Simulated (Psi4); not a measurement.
# BHLYP/def2-SVP run of C2F3N (trifluoromethylisocyanide)

What is the vertical ionisation energy of C2F3N (trifluoromethylisocyanide) at BHLYP/def2-SVP? 

The results are computed with Psi4 1.11.

3 further runs of the same task are left out: 3 that didn't finish.

**1. The system as given**

C2F3N: 6 atoms, total charge 0, spin state singlet. As SMILES, `[C-]#[N+]C(F)(F)F`. The shape is that of a PBE0-D4/def2-TZVP optimisation.

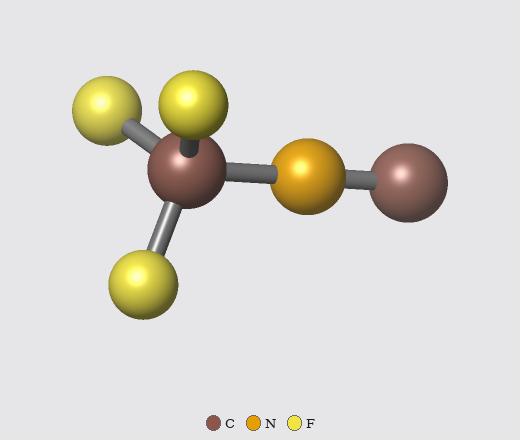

The structure, seen from a chosen angle (carbon brown, nitrogen amber, fluorine yellow).

**2. Energy and gradient at BHLYP/def2-SVP**

Input file calc.dat:

```
memory 2.2 GB

molecule {
  C      0.847870    -1.738560     0.906050
  N      0.383970    -0.786810     0.410270
  C     -0.172600     0.353950    -0.184440
  F     -1.291150     0.037040    -0.816420
  F      0.677790     0.873500    -1.054990
  F     -0.445880     1.260880     0.739530
  symmetry c1
  no_reorient
  no_com
}

set basis def2-SVP
set reference rks
set puream true
set e_convergence 1e-09
set d_convergence 1e-08
set scf_type pk
set dft_radial_points 99
set dft_spherical_points 590

E, wfn = gradient('bhhlyp', return_wfn=True)
oeprop(wfn, 'MULLIKEN_CHARGES', 'DIPOLE', 'LOWDIN_CHARGES')
```

Started as:

```bash
$ psi4 calc.dat calc.out -n 1
```

calc.out:

```text
[...]
  Running in c1 symmetry.
[...]
  Nuclear repulsion =  237.787180612646182
[...]
  Multiplicity = 1
[...]
  Nalpha       = 23
  Nbeta        = 23
[...]
    Number of basis functions: 84
[...]
   @RKS iter   1:  -429.80097287418596   -3.84525e-01   6.88387e-03 DIIS/ADIIS
[...]
   @RKS iter  10:  -429.92384348826164   -1.65983e-11   6.05155e-09 DIIS
[...]
  @RKS Final Energy:  -429.92384348826164
   => Energetics <=
    Nuclear Repulsion Energy =            237.7871806126461820
    One-Electron Energy =               -1064.6663169164432929
    Two-Electron Energy =                 422.3137704343473047
    DFT Exchange-Correlation Energy =     -25.3584776188117864
    Empirical Dispersion Energy =           0.0000000000000000
    VV10 Nonlocal Energy =                  0.0000000000000000
    Total Energy =                       -429.9238434882616389
[...]
  -Total Gradient:
     Atom            X                  Y                   Z
    ------   -----------------  -----------------  -----------------
       1        0.003224712141    -0.006626619104     0.003447383847
       2       -0.000660744766     0.001350074370    -0.000708420554
       3        0.001961898324    -0.003998691123     0.002102361908
       4       -0.011095085229    -0.003936096142    -0.006096613755
       5        0.009032829599     0.004626787178    -0.008547297658
       6       -0.002450115395     0.008587094942     0.009790347314
[...]
 Multipole Moments:
 ------------------------------------------------------------------------------------
     Multipole            Electronic (a.u.)      Nuclear  (a.u.)        Total (a.u.)
 ------------------------------------------------------------------------------------
 L = 1.  Multiply by 2.5417464519 to convert [e a0] to [Debye]
 Dipole X            :          5.1477413           -5.2794224           -0.1316810
 Dipole Y            :        -10.5531240           10.8233119            0.2701879
 Dipole Z            :          5.5008272           -5.6415317           -0.1407045
 Magnitude           :                                                    0.3318722
[...]
  Mulliken Charges: (a.u.)
   Center  Symbol    Alpha    Beta     Spin     Total
       1     C     3.00281  3.00281  0.00000 -0.00561
       2     N     3.59510  3.59510  0.00000 -0.19020
       3     C     2.64007  2.64007  0.00000  0.71985
       4     F     4.58735  4.58735  0.00000 -0.17470
       5     F     4.58734  4.58734  0.00000 -0.17468
       6     F     4.58733  4.58733  0.00000 -0.17466
   Total alpha = 23.00000, Total beta = 23.00000, Total charge = -0.00000
  Lowdin Charges: (a.u.)
   Center  Symbol    Alpha    Beta     Spin     Total
[...]
```

Wall time 10 s (1 thread of AMD EPYC 9R45 (Zen 5), shared host); peak memory 0.99 GiB.

**3. The doublet cation: a single-point energy at UBHLYP/def2-SVP**

Input file job.dat:

```
memory 2.2 GB

molecule molecule1 {
  1 2
  C      1.60224209    -3.28540225     1.71218636
  N      0.72559814    -1.48685541     0.77529794
  C     -0.32616673     0.66886856    -0.34854109
  F     -2.43991989     0.06999546    -1.54281020
  F      1.28083747     1.65067577    -1.99364216
  F     -0.84259108     2.38271788     1.39750916
  units bohr
  symmetry c1
  no_reorient
  no_com
}

set {
  basis                def2-SVP
  reference            uks
  puream               true
  e_convergence        1e-09
  d_convergence        1e-08
  scf_type             pk
  dft_radial_points    99
  dft_spherical_points 590
  maxiter              100
}

e_tot, wfn = energy('bhhlyp', return_wfn=True)
oeprop(wfn, 'MULLIKEN_CHARGES', 'DIPOLE', 'MAYER_INDICES', title='BHHLYP')
print_variables()
```

Started as:

```bash
$ psi4 -i job.dat -o job.out -n 1
```

job.out:

```text
[...]
  Running in c1 symmetry.
[...]
  Nuclear repulsion =  237.787180708941122
[...]
  Multiplicity = 2
[...]
  Nalpha       = 23
  Nbeta        = 22
[...]
    Number of basis functions: 84
[...]
   @UKS iter   1:  -429.29942015954447    1.17028e-01   7.33073e-03 ADIIS/DIIS
[...]
   @UKS iter  15:  -429.45648738207865   -1.08002e-12   6.57958e-09 DIIS
[...]
   @S^2 Observed:                8.006878082E-01
[...]
    Orbital Energies [Eh]
    ---------------------
    Alpha Occupied:
       1A    -25.583742     2A    -25.583693     3A    -25.583691
       4A    -15.247879     5A    -11.169850     6A    -11.140922
       7A     -1.720438     8A     -1.613889     9A     -1.613886
      10A     -1.454538    11A     -1.197580    12A     -0.995545
      13A     -0.943437    14A     -0.943435    15A     -0.901462
      16A     -0.826067    17A     -0.826056    18A     -0.791436
      19A     -0.791432    20A     -0.786832    21A     -0.755968
      22A     -0.755967    23A     -0.738992
    Alpha Virtual:
      24A     -0.325332    25A     -0.325330    26A     -0.037860
[...]
  @UKS Final Energy:  -429.45648738207865
   => Energetics <=
    Nuclear Repulsion Energy =            237.7871807089411220
    One-Electron Energy =               -1053.3910021046906422
    Two-Electron Energy =                 411.2973651266534603
    DFT Exchange-Correlation Energy =     -25.1500311129825889
    Empirical Dispersion Energy =           0.0000000000000000
    VV10 Nonlocal Energy =                  0.0000000000000000
    Total Energy =                       -429.4564873820786488
[...]
 Multipole Moments:
 ------------------------------------------------------------------------------------
     Multipole            Electronic (a.u.)      Nuclear  (a.u.)        Total (a.u.)
 ------------------------------------------------------------------------------------
 L = 1.  Multiply by 2.5417464519 to convert [e a0] to [Debye]
 Dipole X            :          6.4495749           -5.2794224            1.1701525
 Dipole Y            :        -13.2224723           10.8233120           -2.3991603
 Dipole Z            :          6.8919823           -5.6415316            1.2504507
 Magnitude           :                                                    2.9476862
[...]
  Mulliken Charges: (a.u.)
   Center  Symbol    Alpha    Beta     Spin     Total
       1     C     3.34767  2.06988  1.27779  0.58245
       2     N     3.34706  3.63695 -0.28989  0.01599
       3     C     2.63082  2.60657  0.02425  0.76261
       4     F     4.55816  4.56221 -0.00406 -0.12037
       5     F     4.55815  4.56220 -0.00405 -0.12035
       6     F     4.55814  4.56219 -0.00405 -0.12033
   Total alpha = 23.00000, Total beta = 22.00000, Total charge =  1.00000
  Mayer Bond Indices:
[...]
```

Wall time 17 s (1 thread of AMD EPYC 9R45 (Zen 5), shared host); peak memory 0.99 GiB.

**4. Summary of results**

At BHLYP/def2-SVP:

| quantity | value |
| --- | --- |
| singlet C2F3N: total energy | -429.92384 Eh |
| singlet C2F3N: dipole moment | 0.84 D |
| singlet C2F3N: HOMO energy | -11.46 eV |
| singlet C2F3N: LUMO energy | 0.58 eV |
| singlet C2F3N: HOMO–LUMO gap | 12.04 eV |
| singlet C2F3N: largest force on an atom | 0.682 eV/Å |
| doublet cation: total energy | -429.45649 Eh |
| doublet cation: HOMO energy (highest over α and β) | -20.11 eV |
| doublet cation: LUMO energy (lowest over α and β) | -13.92 eV |
| doublet cation: ⟨S²⟩ | 0.801 |
| vertical ionisation energy (to the doublet cation) | 12.717 eV |

**Reading.** Removing an electron at fixed nuclei costs 12.72 eV (1227 kJ/mol). The largest force (singlet C2F3N) is 0.68 eV/Å: the shape isn't a stationary point for this species at this level. The negative HOMO energy of the first species, 11.46 eV, lies 1.26 eV below that difference. Mulliken charges (doublet cation) run from -0.12 on F4 to +0.76 on C3; they depend strongly on the basis.
